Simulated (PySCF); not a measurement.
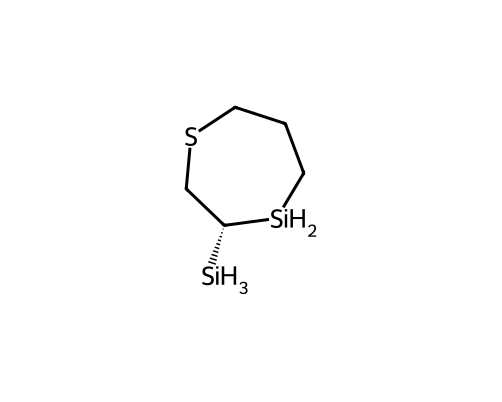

Computed geometry: GFN2-xTB optimisation. No frequency run is at hand to confirm it as a minimum. Properties computed with PBE0/pcSseg-1, gas phase (PySCF 2.14.0).

What does the calculation give?

The species is C₅H₁₄SSi₂ (`[SiH3][C@@H]1CSCCC[SiH2]1`).
- dipole moment: 1.45 D
- HOMO energy (Kohn–Sham orbital): −6.48 eV
- LUMO energy (Kohn–Sham orbital): 0.52 eV
- HOMO–LUMO gap: 7.01 eV

The geometry is semi-empirical. Around Si such bond lengths and angles can be off by a tenth of an ångström or more and by several degrees, and values that hang on the shape move with them.
